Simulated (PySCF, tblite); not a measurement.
# C3H3Cl: changes of charge, electronic excitations, EPR parameters, part 1 of 2

What do calculations give for the changes of charge, electronic excitations, EPR parameters of C3H3Cl (`C#CCCl`)?

Programs: tblite 0.8.0 and PySCF 2.14.0, with routines of our own; each step states its level. All values are computed. Atoms count from 0.

### Step 1. The system as given

7 atoms, charge 0, multiplicity 1; geometry from: start built from the parent or by distance geometry.

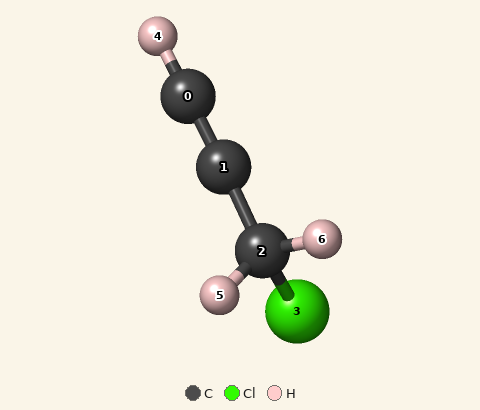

The starting geometry (carbon dark grey, chlorine green, hydrogen pink).

### Step 2. Relaxing the molecule with GFN2-xTB

The job: settings as JSON, then the geometry in Å.

```
{"job": {"kind": "relax", "xc": "GFN2-xTB", "basis": "xTB"}, "charge": 0, "multiplicity": 1}
C      1.628000    -0.287100    -0.511100
C      0.498100    -0.131900    -0.051900
C     -0.805300     0.042300     0.541100
Cl    -1.658100     1.452400    -0.218700
H      2.590200    -0.415200    -0.900900
H     -0.818000     0.207700     1.629000
H     -1.428300    -0.858300     0.357900
```

Run with:

```console
$ OMP_NUM_THREADS=1 python redox_run.py task.json out
```

One launch serves the whole session: the jobs run in the order shown.

The log of the run:

```text
step      E/eV     max force
  0    -337.90490    3.430
  1    -337.68092    9.331
  2    -337.96656    0.603
  3    -337.97535    0.378
  4    -337.99117    0.339
  5    -337.99288    0.163
  6    -337.99463    0.099
  7    -337.99498    0.085
  8    -337.99516    0.035
  9    -337.99526    0.036
 10    -337.99540    0.056
 11    -337.99554    0.050
 12    -337.99568    0.036
 13    -337.99581    0.042
 14    -337.99593    0.047
 15    -337.99606    0.044
 16    -337.99616    0.036
 17    -337.99622    0.021
 18    -337.99625    0.013
 19    -337.99626    0.013
 20    -337.99628    0.017
 21    -337.99630    0.016
 22    -337.99630    0.006
```

It took 0.05 s on 1 thread of AMD EPYC 9R14, shared host.

Step by step: (the energy doesn't fall at every step)

| step | energy from step 0 (eV) | largest force (eV/Å) |
| --- | --- | --- |
| 0 | 0.0000 | 3.4299 |
| 1 | 0.2240 | 9.3309 |
| 2 | -0.0617 | 0.6027 |
| 3 | -0.0704 | 0.3778 |
| 4 | -0.0863 | 0.3392 |
| 5 | -0.0880 | 0.1628 |
| 6 | -0.0897 | 0.0987 |
| 7 | -0.0901 | 0.0851 |
| 8 | -0.0903 | 0.0347 |
| 9 | -0.0904 | 0.0359 |
| 10 | -0.0905 | 0.0556 |
| 11 | -0.0906 | 0.0504 |
| 12 | -0.0908 | 0.0363 |
| 13 | -0.0909 | 0.0418 |
| 14 | -0.0910 | 0.0473 |
| 15 | -0.0912 | 0.0443 |
| 16 | -0.0913 | 0.0364 |
| 17 | -0.0913 | 0.0214 |
| 18 | -0.0913 | 0.0127 |
| 19 | -0.0914 | 0.0135 |
| 20 | -0.0914 | 0.0171 |
| 21 | -0.0914 | 0.0157 |
| 22 | -0.0914 | 0.0064 |

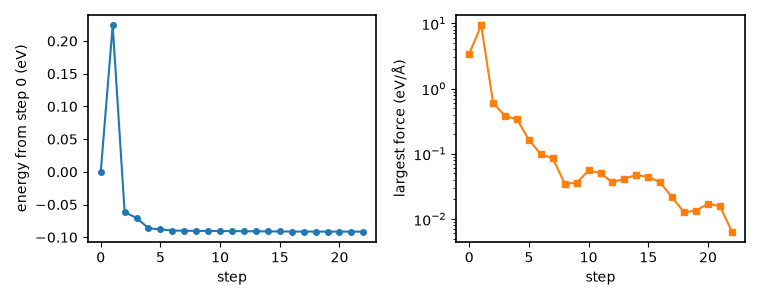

Energy and force, step by step.

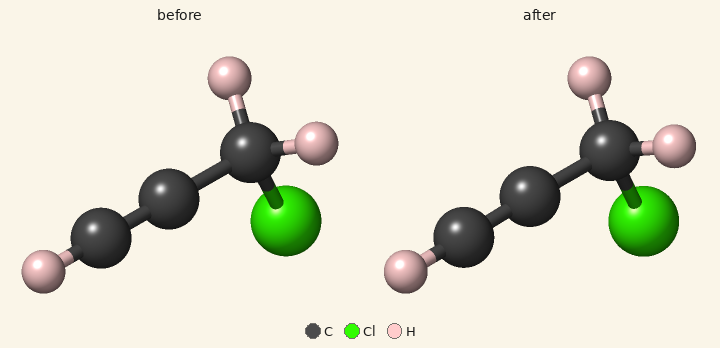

Before and after, at one scale.

Close pairs (by a distance rule), those that changed most:

| bond | before (Å) | after (Å) | change (Å) |
| --- | --- | --- | --- |
| C0–C1 | 1.229 | 1.197 | -0.032 |
| C2–H6 | 1.110 | 1.091 | -0.019 |
| C2–H5 | 1.100 | 1.091 | -0.010 |
| C2–Cl3 | 1.815 | 1.805 | -0.009 |
| C1–C2 | 1.443 | 1.439 | -0.004 |
| C0–H4 | 1.046 | 1.049 | +0.003 |

The next job starts from the end point, and lists it.

### Step 3. Vibrational analysis with GFN2-xTB

The job: settings as JSON, then the geometry in Å.

```
{"job": {"kind": "ir", "xc": "GFN2-xTB", "basis": "xTB"}, "charge": 0, "multiplicity": 1}
C      1.594599    -0.270495    -0.493797
C      0.504278    -0.160968    -0.011780
C     -0.813403     0.018550     0.537086
Cl    -1.621480     1.438517    -0.230696
H      2.553562    -0.388095    -0.902008
H     -0.767625     0.222117     1.607868
H     -1.443264    -0.849818     0.338763
```

The log of the run:

```text
mode    cm-1     km/mol
  1     158.6      0.27
  2     288.8      1.25
  3     424.9      1.05
  4     635.6     24.37
  5     641.0     27.82
  6     723.1      1.92
  7     893.9      0.60
  8    1002.0      0.59
  9    1111.2      0.32
 10    1204.7     13.71
 11    1396.6      3.91
 12    2286.5      1.87
 13    2960.9      0.56
 14    2964.3      1.83
 15    3400.0      9.55
ZPE 120.178  H(298)-E 135.010  G(298)-E 47.663 kJ/mol  S 292.96 J/(mol K)
```

Run time: 0.11 s. Hardware: 1 thread of AMD EPYC 9R14, shared host.

Which atoms move in the most intense modes:

| cm⁻¹ | km/mol | atoms |
| --- | --- | --- |
| 636 | 24.4 | H4 52 %, C2 23 %, Cl3 13 % |
| 641 | 27.8 | H4 82 %, C0 12 % |
| 723 | 1.9 | C2 44 %, H4 33 %, Cl3 10 % |
| 1205 | 13.7 | H5 40 %, H6 40 %, C2 18 % |
| 1397 | 3.9 | H5 45 %, H6 45 %, C2 10 % |
| 2286 | 1.9 | C1 59 %, C0 31 % |
| 2964 | 1.8 | H5 51 %, H6 45 % |
| 3400 | 9.6 | H4 86 %, C0 13 % |

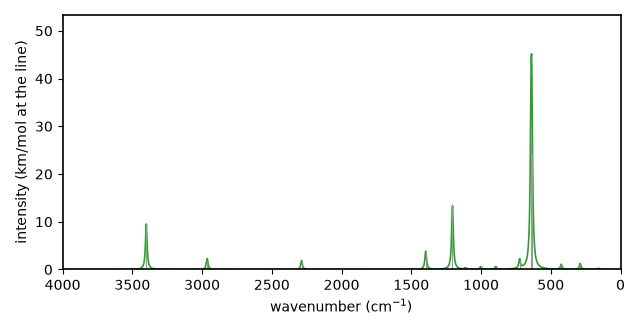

The infrared spectrum from these modes, unscaled. Lines are broadened to a width of 14 cm⁻¹ (Lorentzian).

### Step 4. Relaxing the molecule at PBE0-D3(BJ)/def2-SVP

The job, as its differences from that of step 3:

```diff
@@ -1,2 +1,2 @@
-{"job": {"kind": "ir", "xc": "GFN2-xTB", "basis": "xTB"}, "charge": 0, "multiplicity": 1}
+{"job": {"xc": "PBE0", "basis": "def2-SVP", "d3": "d3bj", "grid": 1, "kind": "geom"}, "charge": 0, "multiplicity": 1}
 C      1.594599    -0.270495    -0.493797
```

The log of the run:

```text
step   0  E = -575.71929868  max force = 0.019553
step   1  E = -575.72067463  max force = 0.003454
step   2  E = -575.72069939  max force = 0.000285
step   3  E = -575.72070005  max force = 0.000100
optimisation converged
```

It took 4.6 s on 1 thread of AMD EPYC 9R14, shared host.

The steps of the relaxation:

| step | energy from step 0 (eV) | largest force component (eV/Å) |
| --- | --- | --- |
| 0 | 0.0000 | 1.0055 |
| 1 | -0.0374 | 0.1776 |
| 2 | -0.0381 | 0.0147 |
| 3 | -0.0381 | 0.0051 |

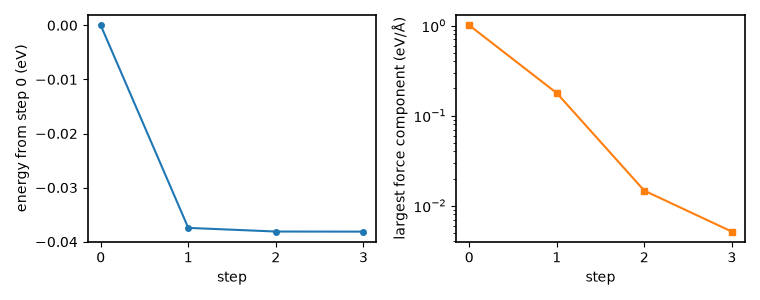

Energy and force, step by step.

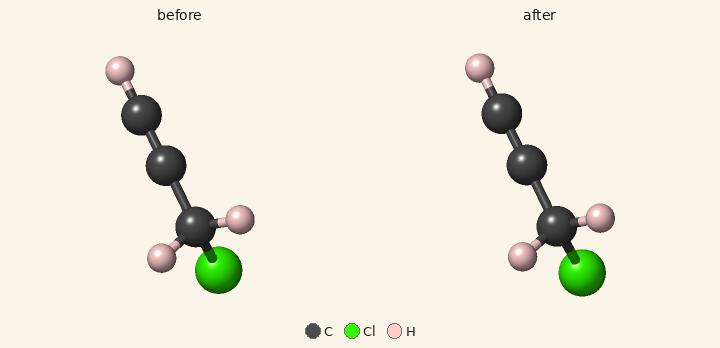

Before and after, at one scale.

Close pairs (by a distance rule), those that changed most:

| bond | before (Å) | after (Å) | change (Å) |
| --- | --- | --- | --- |
| C0–H4 | 1.049 | 1.074 | +0.026 |
| C0–C1 | 1.197 | 1.210 | +0.013 |
| C2–Cl3 | 1.805 | 1.794 | -0.011 |
| C1–C2 | 1.439 | 1.449 | +0.010 |
| C2–H6 | 1.091 | 1.099 | +0.009 |
| C2–H5 | 1.091 | 1.099 | +0.008 |

The final coordinates are the input of the step that follows.

| at the end point | value |
| --- | --- |
| point group (found at 0.08 Å tolerance) | Cs |
| rotational constants (GHz, main isotopes) | 24.592, 3.047, 2.758 |
| dipole moment (D) | 1.67 |

### Step 5. Harmonic vibrations (C3H3Cl): PBE0-D3(BJ)/def2-SVP

The job: settings as JSON, then the geometry in Å.

```
{"job": {"xc": "PBE0", "basis": "def2-SVP", "d3": "d3bj", "grid": 2, "kind": "hessian"}, "charge": 0, "multiplicity": 1}
C      1.615250    -0.262033    -0.505401
C      0.507516    -0.123563    -0.038745
C     -0.816837     0.030670     0.528299
Cl    -1.713693     1.412432    -0.182852
H      2.598124    -0.381415    -0.922767
H     -0.760105     0.206303     1.612115
H     -1.422979    -0.870259     0.356008
```

The log of the run:

```text
coarse grid: 6744 points
cycle   1  E = -575.6284234132  dE =  3.580e-01  |g| = 3.235e-01  |ddm| = 2.872e+00
cycle   2  E = -575.6234753739  dE =  4.948e-03  |g| = 3.584e-01  |ddm| = 8.610e-01
cycle   3  E = -575.6528709641  dE = -2.940e-02  |g| = 1.222e-01  |ddm| = 4.403e-01
cycle   4  E = -575.6564645088  dE = -3.594e-03  |g| = 3.828e-02  |ddm| = 1.213e-01
cycle   5  E = -575.6568080888  dE = -3.436e-04  |g| = 8.462e-03  |ddm| = 3.451e-02
cycle   6  E = -575.6568256822  dE = -1.759e-05  |g| = 1.547e-03  |ddm| = 9.642e-03
cycle   7  E = -575.6568263989  dE = -7.167e-07  |g| = 3.448e-04  |ddm| = 2.401e-03
final grid: 61488 points
cycle   8  E = -575.7207067856  dE = -1.170e-05  |g| = 4.164e-03  |ddm| = 1.394e-02
cycle   9  E = -575.7207057033  dE =  1.082e-06  |g| = 4.704e-03  |ddm| = 8.402e-03
cycle  10  E = -575.7207112234  dE = -5.520e-06  |g| = 1.304e-03  |ddm| = 4.850e-03
cycle  11  E = -575.7207116381  dE = -4.147e-07  |g| = 3.090e-04  |ddm| = 1.276e-03
cycle  12  E = -575.7207116628  dE = -2.473e-08  |g| = 3.806e-05  |ddm| = 3.425e-04
cycle  13  E = -575.7207116632  dE = -3.313e-10  |g| = 1.130e-05  |ddm| = 5.271e-05
cycle  14  E = -575.7207116632  dE = -3.502e-11  |g| = 1.815e-06  |ddm| = 1.528e-05
converged SCF energy = -575.7207116632

mode    cm-1
  1     182.0
  2     332.3
  3     471.8
  4     695.1
  5     726.2
  6     747.4
  7     908.6
  8     995.5
  9    1175.7
 10    1272.6
 11    1441.0
 12    2255.2
 13    3099.2
 14    3164.4
 15    3490.3
ZPE 125.352  H(298)-E 139.616  G(298)-E 53.343 kJ/mol  S 289.36 J/(mol K)
```

Run time: 26 s. Hardware: 1 thread of AMD EPYC 9R14, shared host; peak memory 1.1 GiB.

Zero-point energy 125.35 kJ/mol (xTB gave 120.18).

### Step 6. Single point (C₃H₃Cl): wB97X-D3(BJ)/ma-def2-TZVP

Geometry: PBE0-D3(BJ)/def2-SVP.

The job, as its differences from that of step 5:

```diff
@@ -1,2 +1,2 @@
-{"job": {"xc": "PBE0", "basis": "def2-SVP", "d3": "d3bj", "grid": 2, "kind": "hessian"}, "charge": 0, "multiplicity": 1}
+{"job": {"kind": "sp", "xc": "wB97X", "basis": "ma-def2-TZVP", "d3": "d3bj", "grid": 2}, "charge": 0, "multiplicity": 1}
 C      1.615250    -0.262033    -0.505401
```

The log of the run:

```text
coarse grid: 6744 points
cycle   1  E = -576.3262709737  dE =  4.806e-01  |g| = 4.060e-01  |ddm| = 2.252e+00
cycle   2  E = -576.3425904200  dE = -1.632e-02  |g| = 3.728e-01  |ddm| = 9.773e-01
cycle   3  E = -576.3727242042  dE = -3.013e-02  |g| = 6.260e-02  |ddm| = 4.654e-01
cycle   4  E = -576.3734097403  dE = -6.855e-04  |g| = 4.013e-02  |ddm| = 8.840e-02
cycle   5  E = -576.3737974451  dE = -3.877e-04  |g| = 5.058e-03  |ddm| = 5.230e-02
cycle   6  E = -576.3738092953  dE = -1.185e-05  |g| = 1.266e-03  |ddm| = 1.783e-02
cycle   7  E = -576.3738102302  dE = -9.349e-07  |g| = 4.643e-04  |ddm| = 4.691e-03
final grid: 61488 points
cycle   8  E = -576.3620427526  dE = -2.705e-05  |g| = 4.569e-03  |ddm| = 1.174e-01
cycle   9  E = -576.3620440822  dE = -1.330e-06  |g| = 2.081e-03  |ddm| = 6.847e-03
cycle  10  E = -576.3620445061  dE = -4.239e-07  |g| = 1.697e-04  |ddm| = 1.839e-03
cycle  11  E = -576.3620445144  dE = -8.363e-09  |g| = 6.521e-05  |ddm| = 3.801e-04
converged SCF energy = -576.3620445144
```

It took 2.6 s on 1 thread of AMD EPYC 9R14, shared host; peak memory 0.58 GiB.

### Step 7. Single point (C₃H₃Cl+ (doublet)): wB97X-D3(BJ)/ma-def2-TZVP

Geometry: PBE0-D3(BJ)/def2-SVP, that of another charge or spin state.

The job, as its differences from that of step 6:

```diff
@@ -1,2 +1,2 @@
-{"job": {"kind": "sp", "xc": "wB97X", "basis": "ma-def2-TZVP", "d3": "d3bj", "grid": 2}, "charge": 0, "multiplicity": 1}
+{"job": {"kind": "sp", "xc": "wB97X", "basis": "ma-def2-TZVP", "d3": "d3bj", "grid": 2}, "charge": 1, "multiplicity": 2}
 C      1.615250    -0.262033    -0.505401
```

The log of the run:

```text
final grid: 61488 points
cycle   1  E = -575.9694407853  dE = -2.683e-10  |g| = 1.633e-05  |ddm| = 3.441e-05
converged SCF energy = -575.9694407853
```

Run time: 16 s. Hardware: 1 thread of AMD EPYC 9R14, shared host; peak memory 0.62 GiB.

### Step 8. Optimising the geometry with GFN2-xTB

This step treats C₃H₃Cl+ (doublet), labelled `[CH]=[C+]CCl` (the label fixes atoms and charge, not where charge and spin sit).

The job: settings as JSON, then the geometry in Å.

```
{"job": {"kind": "relax", "xc": "GFN2-xTB", "basis": "xTB"}, "charge": 1, "multiplicity": 2}
C      1.631500    -0.268200    -0.510700
C      0.496800    -0.114900    -0.061800
C     -0.799400     0.023100     0.531500
Cl    -1.716200     1.427100    -0.203500
H      2.594900    -0.385300    -0.911400
H     -0.771100     0.204600     1.603300
H     -1.422600    -0.864400     0.345000
```

The log of the run:

```text
step      E/eV     max force
  0    -323.51451    1.904
  1    -323.52093    3.294
  2    -323.57188    0.538
  3    -323.57962    0.269
  4    -323.58325    0.135
  5    -323.58473    0.115
  6    -323.58528    0.083
  7    -323.58552    0.037
  8    -323.58566    0.042
  9    -323.58575    0.032
 10    -323.58581    0.028
 11    -323.58586    0.023
 12    -323.58592    0.033
 13    -323.58596    0.024
 14    -323.58599    0.023
 15    -323.58601    0.020
 16    -323.58604    0.027
 17    -323.58609    0.035
 18    -323.58613    0.025
 19    -323.58614    0.011
 20    -323.58615    0.009
```

It took 0.05 s on 1 thread of AMD EPYC 9R14, shared host.

Step by step:

| step | energy from step 0 (eV) | largest force (eV/Å) |
| --- | --- | --- |
| 0 | 0.0000 | 1.9044 |
| 1 | -0.0064 | 3.2944 |
| 2 | -0.0574 | 0.5381 |
| 3 | -0.0651 | 0.2690 |
| 4 | -0.0687 | 0.1353 |
| 5 | -0.0702 | 0.1151 |
| 6 | -0.0708 | 0.0832 |
| 7 | -0.0710 | 0.0370 |
| 8 | -0.0712 | 0.0423 |
| 9 | -0.0712 | 0.0320 |
| 10 | -0.0713 | 0.0285 |
| 11 | -0.0714 | 0.0233 |
| 12 | -0.0714 | 0.0325 |
| 13 | -0.0715 | 0.0239 |
| 14 | -0.0715 | 0.0233 |
| 15 | -0.0715 | 0.0201 |
| 16 | -0.0715 | 0.0269 |
| 17 | -0.0716 | 0.0348 |
| 18 | -0.0716 | 0.0245 |
| 19 | -0.0716 | 0.0108 |
| 20 | -0.0716 | 0.0093 |

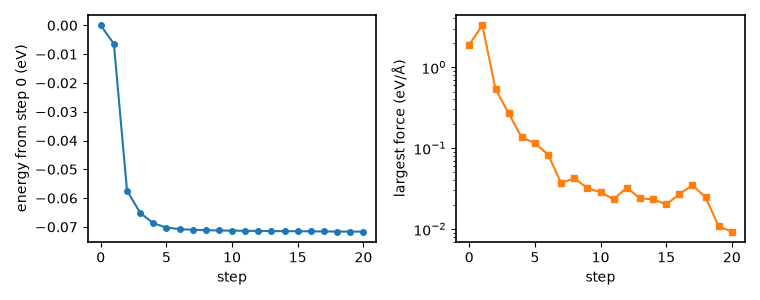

Energy and force, step by step.

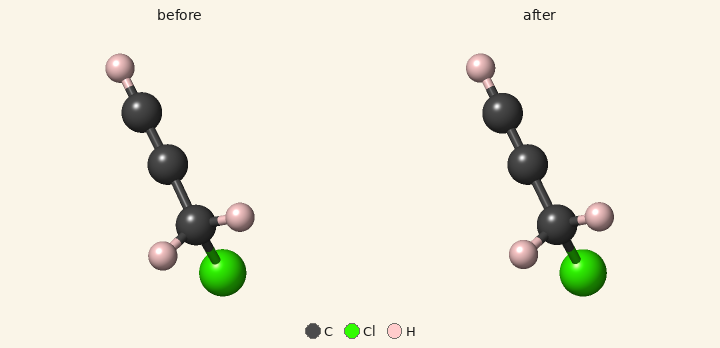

Before and after, at one scale.

Close pairs (by a distance rule), those that changed most:

| bond | before (Å) | after (Å) | change (Å) |
| --- | --- | --- | --- |
| C2–Cl3 | 1.831 | 1.768 | -0.063 |
| C2–H5 | 1.087 | 1.108 | +0.020 |
| C0–C1 | 1.230 | 1.214 | -0.016 |
| C1–C2 | 1.432 | 1.419 | -0.013 |
| C0–H4 | 1.050 | 1.059 | +0.009 |
| C2–H6 | 1.100 | 1.108 | +0.007 |

The end geometry stands in the next job.

### Step 9. Vibrational analysis with GFN2-xTB

The job: settings as JSON, then the geometry in Å.

```
{"job": {"kind": "ir", "xc": "GFN2-xTB", "basis": "xTB"}, "charge": 1, "multiplicity": 2}
C      1.613787    -0.257054    -0.508714
C      0.500433    -0.116437    -0.046896
C     -0.802274     0.059584     0.486800
Cl    -1.723340     1.411011    -0.183577
H      2.587726    -0.401357    -0.898556
H     -0.758841     0.187966     1.586307
H     -1.403548    -0.861768     0.357137
```

The log of the run:

```text
mode    cm-1     km/mol
  1     174.0      1.34
  2     313.0     19.99
  3     452.2      3.72
  4     616.3     25.43
  5     656.2     33.59
  6     669.1     38.76
  7     743.1     16.16
  8     942.5      8.08
  9    1015.3      6.86
 10    1129.0     33.86
 11    1210.7    126.21
 12    2164.5    267.36
 13    2743.6    121.65
 14    2797.5     97.91
 15    3286.3    177.76
ZPE 113.126  H(298)-E 128.012  G(298)-E 39.156 kJ/mol  S 298.02 J/(mol K)
```

It took 0.11 s on 1 thread of AMD EPYC 9R14, shared host.

Which atoms move in the most intense modes:

| cm⁻¹ | km/mol | atoms |
| --- | --- | --- |
| 656 | 33.6 | H4 74 %, C0 18 % |
| 669 | 38.8 | H4 52 %, C2 22 %, C0 12 %, Cl3 11 % |
| 1129 | 33.9 | H5 33 %, H6 33 %, C2 28 % |
| 1211 | 126.2 | H6 42 %, H5 42 %, C2 16 % |
| 2164 | 267.4 | C1 60 %, C0 30 % |
| 2744 | 121.7 | H5 46 %, H6 46 % |
| 2798 | 97.9 | H6 48 %, H5 47 % |
| 3286 | 177.8 | H4 86 %, C0 13 % |

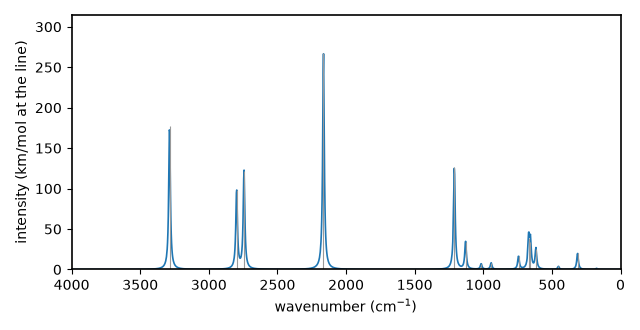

The infrared spectrum from these modes, unscaled. Lines are broadened to a width of 14 cm⁻¹ (Lorentzian).

### Step 10. Relaxing the molecule at PBE0-D3(BJ)/def2-SVP

This step treats C3H3Cl+ (doublet), labelled `[CH]=[C+]CCl` (the label fixes atoms and charge, not where charge and spin sit).

The job, as its differences from that of step 9:

```diff
@@ -1,2 +1,2 @@
-{"job": {"kind": "ir", "xc": "GFN2-xTB", "basis": "xTB"}, "charge": 1, "multiplicity": 2}
+{"job": {"xc": "PBE0", "basis": "def2-SVP", "d3": "d3bj", "grid": 1, "kind": "geom"}, "charge": 1, "multiplicity": 2}
 C      1.613787    -0.257054    -0.508714
```

The log of the run:

```text
step   0  E = -575.34355148  max force = 0.040180
step   1  E = -575.34563065  max force = 0.003605
step   2  E = -575.34582992  max force = 0.002319
step   3  E = -575.34586669  max force = 0.000955
step   4  E = -575.34587465  max force = 0.000465
step   5  E = -575.34587907  max force = 0.000315
optimisation converged
```

Wall time 11 s (1 thread of AMD EPYC 9R14, shared host).

Relaxation path:

| step | energy from step 0 (eV) | largest force component (eV/Å) |
| --- | --- | --- |
| 0 | 0.0000 | 2.0661 |
| 1 | -0.0566 | 0.1854 |
| 2 | -0.0620 | 0.1192 |
| 3 | -0.0630 | 0.0491 |
| 4 | -0.0632 | 0.0239 |
| 5 | -0.0633 | 0.0162 |

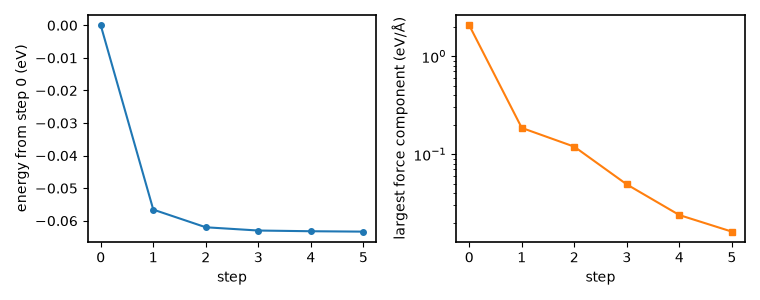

Energy and force, step by step.

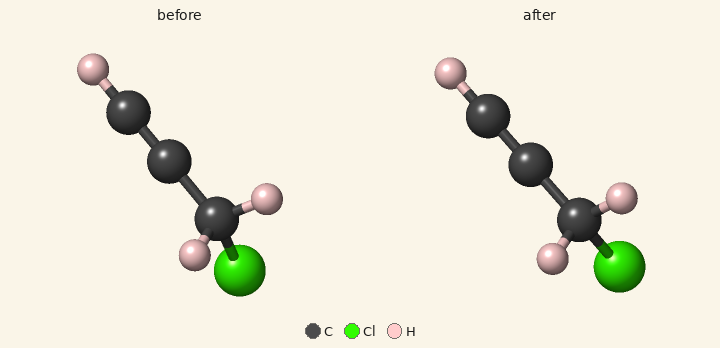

Before and after, at one scale.

Close pairs (by a distance rule), those that changed most:

| bond | before (Å) | after (Å) | change (Å) |
| --- | --- | --- | --- |
| C2–Cl3 | 1.768 | 1.735 | -0.033 |
| C0–H4 | 1.059 | 1.085 | +0.027 |
| C0–C1 | 1.214 | 1.236 | +0.023 |
| C2–H5 | 1.108 | 1.121 | +0.013 |
| C2–H6 | 1.108 | 1.121 | +0.013 |
| C1–C2 | 1.419 | 1.416 | -0.003 |

The next job starts from the end point, and lists it.

| at the end point | value |
| --- | --- |
| point group (found at 0.08 Å tolerance) | Cs |
| rotational constants (GHz, main isotopes) | 29.117, 2.941, 2.714 |
| ⟨S²⟩ | 0.755 |

(Continued in part 2 of 2.)
